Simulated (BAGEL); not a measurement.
# One shape, several levels: triplet CH5BOS

Wanted: a comparison of 3 runs (UHF/STO-3G, UHF/3-21G, ROHF/6-31G*) of triplet CH5BOS. 

The calculation is run with BAGEL 1.2.2.

2 further runs of the same task are left out: 2 set aside as unsound or not needed. Runs told in other sessions of the task aren't counted.

## Step 1: Starting point

CH5BOS: 9 atoms, total charge 0, spin state triplet. SMILES of the parent species: `CB(O)S`. The coordinates come from a PBE0-D4/def2-TZVP relaxation. This is one conformer, not always the lowest. That shape belongs to the parent species and isn't relaxed for this state.

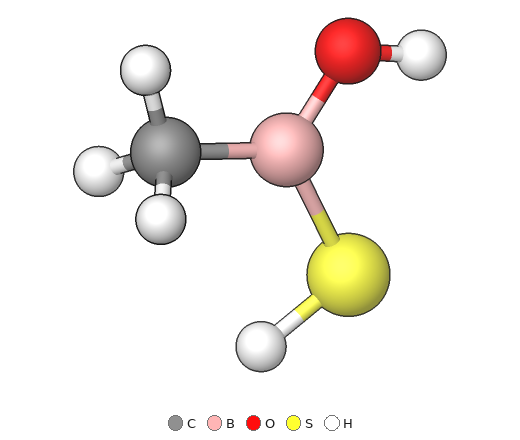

The structure, seen from a chosen angle (carbon grey, boron pink, oxygen red, sulfur yellow, hydrogen white).

## Step 2: A single-point energy at UHF/STO-3G (density fitting with qzvpp-jkfit) (run 1)

Input file job.json:

```json
{ "bagel" : [

{
  "title" : "molecule",
  "basis" : "sto-3g",
  "df_basis" : "qzvpp-jkfit",
  "angstrom" : true,
  "geometry" : [
    { "atom" : "C", "xyz" : [       0.224800,       0.856400,      -0.670900 ] },
    { "atom" : "B", "xyz" : [       0.093000,      -0.475100,       0.140200 ] },
    { "atom" : "O", "xyz" : [       0.880000,      -1.532500,      -0.190400 ] },
    { "atom" : "S", "xyz" : [      -1.087500,      -0.675400,       1.523100 ] },
    { "atom" : "H", "xyz" : [      -0.716500,       1.100800,      -1.172700 ] },
    { "atom" : "H", "xyz" : [       0.454400,       1.700400,      -0.014200 ] },
    { "atom" : "H", "xyz" : [       1.007400,       0.785600,      -1.428400 ] },
    { "atom" : "H", "xyz" : [       0.748400,      -2.320800,       0.342500 ] },
    { "atom" : "H", "xyz" : [      -1.604000,       0.560600,       1.470800 ] }
  ]
},

{ "title" : "uhf", "nopen" : 2 },

{ "title" : "print", "file" : "orbitals.molden", "orbitals" : true }

]}
```

Launch:

```sh
$ BAGEL_NUM_THREADS=1 BAGEL job.json > job.out
```

The log of the run:

```text
* using 1 threads per process

  ===============================================================
  ===============================================================

  *** Geometry ***

  { "atom" : "C", "xyz" : [      0.424810,      1.618361,     -1.267817 ] },
  { "atom" : "B", "xyz" : [      0.175745,     -0.897809,      0.264940 ] },
  { "atom" : "O", "xyz" : [      1.662959,     -2.896005,     -0.359804 ] },
  { "atom" : "S", "xyz" : [     -2.055077,     -1.276321,      2.878242 ] },
  { "atom" : "H", "xyz" : [     -1.353989,      2.080211,     -2.216082 ] },
  { "atom" : "H", "xyz" : [      0.858692,      3.213290,     -0.026834 ] },
  { "atom" : "H", "xyz" : [      1.903710,      1.484569,     -2.699285 ] },
  { "atom" : "H", "xyz" : [      1.414271,     -4.385676,      0.647231 ] },
  { "atom" : "H", "xyz" : [     -3.031121,      1.059380,      2.779409 ] },

  Number of auxiliary basis functions:      445

  Since a DF basis is specified, we compute 2- and 3-index integrals:
    o Being stored without compression. Storage requirement is 0.003 GB

  Number of basis functions:       29
  Number of electrons      :       40

    * METHOD: MOLECULE                             0.13

  *** Open-shell HF ***

  === Nuclear Repulsion ===
   146.0155986182

      * DIIS with orbital gradients will be used.

  === UHF iteration (sto-3g) ===
      0       -531.46492749          0.03141783           0.03
      1       -531.54813298          0.00775068           0.03
      2       -531.55445644          0.00245007           0.03
      3       -531.55527183          0.00078054           0.03
      4       -531.55561956          0.00039006           0.03
      5       -531.55573722          0.00015284           0.03
      6       -531.55575170          0.00002777           0.03
      7       -531.55575230          0.00000615           0.03
      8       -531.55575236          0.00000157           0.03
      9       -531.55575238          0.00000060           0.03
     10       -531.55575239          0.00000042           0.03
     11       -531.55575239          0.00000027           0.03
     12       -531.55575239          0.00000018           0.03
     13       -531.55575239          0.00000007           0.03
     14       -531.55575239          0.00000003           0.03
     15       -531.55575239          0.00000002           0.03
     16       -531.55575239          0.00000001           0.03
    * SCF iteration converged.

    * S^2 (UHF) is 2.0134

    * Permanent dipole moment:
           (    1.567774,     0.101069,    -1.755076) a.u.

    * METHOD: UHF                                  0.58

    * METHOD: PRINT                                0.00

  ===============================================================
```

It took 0.85 s on 1 thread of Arm Neoverse V2, shared host.

## Step 3: A single-point energy at UHF/3-21G (density fitting with qzvpp-jkfit) (run 2)

Input file input.json:

```json
{ "bagel": [

{
  "title": "molecule",
  "basis": "3-21g",
  "df_basis": "qzvpp-jkfit",
  "angstrom": true,
  "geometry": [
    { "atom": "C", "xyz": [    0.224800,    0.856400,   -0.670900 ] },
    { "atom": "B", "xyz": [    0.093000,   -0.475100,    0.140200 ] },
    { "atom": "O", "xyz": [    0.880000,   -1.532500,   -0.190400 ] },
    { "atom": "S", "xyz": [   -1.087500,   -0.675400,    1.523100 ] },
    { "atom": "H", "xyz": [   -0.716500,    1.100800,   -1.172700 ] },
    { "atom": "H", "xyz": [    0.454400,    1.700400,   -0.014200 ] },
    { "atom": "H", "xyz": [    1.007400,    0.785600,   -1.428400 ] },
    { "atom": "H", "xyz": [    0.748400,   -2.320800,    0.342500 ] },
    { "atom": "H", "xyz": [   -1.604000,    0.560600,    1.470800 ] }
  ]
},
{
  "title": "uhf",
  "nopen": 2
},
{
  "title": "print",
  "file": "orbitals.molden",
  "orbitals": true
}

]}
```

Launch:

```sh
$ BAGEL_NUM_THREADS=1 BAGEL input.json > input.out
```

The log of the run:

```text
* using 1 threads per process

  ===============================================================
  ===============================================================

  *** Geometry ***

  { "atom" : "C", "xyz" : [      0.424810,      1.618361,     -1.267817 ] },
  { "atom" : "B", "xyz" : [      0.175745,     -0.897809,      0.264940 ] },
  { "atom" : "O", "xyz" : [      1.662959,     -2.896005,     -0.359804 ] },
  { "atom" : "S", "xyz" : [     -2.055077,     -1.276321,      2.878242 ] },
  { "atom" : "H", "xyz" : [     -1.353989,      2.080211,     -2.216082 ] },
  { "atom" : "H", "xyz" : [      0.858692,      3.213290,     -0.026834 ] },
  { "atom" : "H", "xyz" : [      1.903710,      1.484569,     -2.699285 ] },
  { "atom" : "H", "xyz" : [      1.414271,     -4.385676,      0.647231 ] },
  { "atom" : "H", "xyz" : [     -3.031121,      1.059380,      2.779409 ] },

  Number of auxiliary basis functions:      445

  Since a DF basis is specified, we compute 2- and 3-index integrals:
    o Being stored without compression. Storage requirement is 0.009 GB

  Number of basis functions:       50
  Number of electrons      :       40

    * METHOD: MOLECULE                             0.12

  *** Open-shell HF ***

  === Nuclear Repulsion ===
   146.0155986182

      * DIIS with orbital gradients will be used.

  === UHF iteration (3-21g) ===
      0       -534.76638324          0.05621435           0.05
      1       -534.90180959          0.03118436           0.05
      2       -534.93381104          0.01999496           0.05
      3       -534.94985285          0.00148623           0.05
      4       -534.95046279          0.00061630           0.05
      5       -534.95059673          0.00022266           0.05
      6       -534.95064752          0.00012701           0.05
      7       -534.95066402          0.00005117           0.05
      8       -534.95066813          0.00002232           0.05
      9       -534.95066943          0.00001312           0.05
     10       -534.95067011          0.00001013           0.05
     11       -534.95067058          0.00000742           0.05
     12       -534.95067090          0.00000458           0.05
     13       -534.95067098          0.00000328           0.05
     14       -534.95067100          0.00000252           0.05
     15       -534.95067101          0.00000176           0.05
     16       -534.95067101          0.00000106           0.05
     17       -534.95067101          0.00000062           0.05
     18       -534.95067102          0.00000041           0.05
     19       -534.95067102          0.00000031           0.05
     20       -534.95067102          0.00000024           0.05
     21       -534.95067102          0.00000014           0.05
     22       -534.95067102          0.00000009           0.05
     23       -534.95067102          0.00000006           0.05
     24       -534.95067102          0.00000003           0.05
     25       -534.95067102          0.00000002           0.05
     26       -534.95067102          0.00000002           0.05
     27       -534.95067102          0.00000001           0.05
     28       -534.95067102          0.00000001           0.05
    * SCF iteration converged.

    * S^2 (UHF) is 2.0163

    * Permanent dipole moment:
           (    1.454074,     0.061964,    -1.601542) a.u.

    * METHOD: UHF                                  1.54

    * METHOD: PRINT                                0.01

  ===============================================================
```

Run time: 1.8 s. Hardware: 1 thread of Arm Neoverse V2, shared host.

## Step 4: The energy at ROHF/6-31G(d) (density fitting with qzvpp-jkfit, spherical functions) (run 3)

Input file input.json:

```json
{ "bagel": [

{
  "title": "molecule",
  "basis": "6-31gs.json",
  "df_basis": "qzvpp-jkfit",
  "angstrom": true,
  "geometry": [
    { "atom": "C", "xyz": [       0.224800,       0.856400,      -0.670900 ] },
    { "atom": "B", "xyz": [       0.093000,      -0.475100,       0.140200 ] },
    { "atom": "O", "xyz": [       0.880000,      -1.532500,      -0.190400 ] },
    { "atom": "S", "xyz": [      -1.087500,      -0.675400,       1.523100 ] },
    { "atom": "H", "xyz": [      -0.716500,       1.100800,      -1.172700 ] },
    { "atom": "H", "xyz": [       0.454400,       1.700400,      -0.014200 ] },
    { "atom": "H", "xyz": [       1.007400,       0.785600,      -1.428400 ] },
    { "atom": "H", "xyz": [       0.748400,      -2.320800,       0.342500 ] },
    { "atom": "H", "xyz": [      -1.604000,       0.560600,       1.470800 ] }
  ]
},

{ "title": "rohf", "nopen": 2 },

{ "title": "print", "file": "orbitals.molden", "orbitals": true }

]}
```

The basis set 6-31G* is read from a file made from the Basis Set Exchange's data (not shown).

Launch:

```sh
$ BAGEL_NUM_THREADS=1 BAGEL input.json > input.out
```

The log of the run:

```text
* using 1 threads per process

  ===============================================================
  ===============================================================

  *** Geometry ***

  { "atom" : "C", "xyz" : [      0.424810,      1.618361,     -1.267817 ] },
  { "atom" : "B", "xyz" : [      0.175745,     -0.897809,      0.264940 ] },
  { "atom" : "O", "xyz" : [      1.662959,     -2.896005,     -0.359804 ] },
  { "atom" : "S", "xyz" : [     -2.055077,     -1.276321,      2.878242 ] },
  { "atom" : "H", "xyz" : [     -1.353989,      2.080211,     -2.216082 ] },
  { "atom" : "H", "xyz" : [      0.858692,      3.213290,     -0.026834 ] },
  { "atom" : "H", "xyz" : [      1.903710,      1.484569,     -2.699285 ] },
  { "atom" : "H", "xyz" : [      1.414271,     -4.385676,      0.647231 ] },
  { "atom" : "H", "xyz" : [     -3.031121,      1.059380,      2.779409 ] },

  Number of auxiliary basis functions:      445

  Since a DF basis is specified, we compute 2- and 3-index integrals:
    o Being stored without compression. Storage requirement is 0.017 GB

  Number of basis functions:       70
  Number of electrons      :       40

    * METHOD: MOLECULE                             0.16

  *** Open-shell HF ***

  === Nuclear Repulsion ===
   146.0155986182

      * DIIS with orbital gradients will be used.

  === ROHF iteration (6-31gs.json) ===
      0       -537.40371046          0.05127765           0.07
      1       -537.57770633          0.03200109           0.07
      2       -537.63655492          0.02118473           0.07
      3       -537.67572430          0.00172361           0.07
      4       -537.67647912          0.00083073           0.07
      5       -537.67670575          0.00027422           0.07
      6       -537.67676604          0.00012220           0.07
      7       -537.67678286          0.00003895           0.08
      8       -537.67678874          0.00001434           0.08
      9       -537.67679030          0.00000963           0.08
     10       -537.67679041          0.00000754           0.08
     11       -537.67679059          0.00000597           0.08
     12       -537.67679066          0.00000319           0.08
     13       -537.67679073          0.00000198           0.07
     14       -537.67679074          0.00000149           0.08
     15       -537.67679076          0.00000123           0.08
     16       -537.67679077          0.00000111           0.07
     17       -537.67679079          0.00000101           0.07
     18       -537.67679080          0.00000089           0.07
     19       -537.67679081          0.00000088           0.07
     20       -537.67679083          0.00000069           0.08
     21       -537.67679083          0.00000062           0.08
     22       -537.67679083          0.00000051           0.07
     23       -537.67679083          0.00000046           0.07
     24       -537.67679083          0.00000038           0.08
     25       -537.67679083          0.00000033           0.08
     26       -537.67679083          0.00000025           0.07
     27       -537.67679083          0.00000018           0.07
     28       -537.67679084          0.00000013           0.07
     29       -537.67679084          0.00000008           0.08
     30       -537.67679084          0.00000006           0.08
     31       -537.67679084          0.00000004           0.08
     32       -537.67679084          0.00000003           0.08
     33       -537.67679084          0.00000002           0.08
     34       -537.67679084          0.00000002           0.07
     35       -537.67679084          0.00000001           0.07
     36       -537.67679084          0.00000001           0.08
    * SCF iteration converged.

    * S^2 (ROHF) is 2.0000

    * Permanent dipole moment:
           (    1.419081,     0.130216,    -1.595303) a.u.

    * METHOD: ROHF                                 2.91

    * METHOD: PRINT                                0.01

  ===============================================================
```

Run time: 3.3 s. Hardware: 1 thread of Arm Neoverse V2, shared host.

## Step 5: All runs side by side

```csv
run,level,energy (Eh),dipole moment (D),⟨S²⟩,wall time
1,UHF/STO-3G (density fitting with qzvpp-jkfit),-531.555752,5.99,2.013,0.85 s
2,UHF/3-21G (density fitting with qzvpp-jkfit),-534.950671,5.50,2.016,1.8 s
3,"ROHF/6-31G* (density fitting with qzvpp-jkfit, spherical functions)",-537.676791,5.44,2.000,3.3 s
```

## Step 6: What came out

```
            quantity          value
 run 3: total energy  -537.67679 Eh
run 3: dipole moment         5.44 D
         run 3: ⟨S²⟩          2.000
```

In words: The dipole moment (its size) runs from 5.44 D (ROHF/6-31G*) to 5.99 D (UHF/STO-3G). The two ends differ in method and basis. In run 1 the basis is minimal, so the values are rough. All runs together took 6 s, the longest 3.3 s.
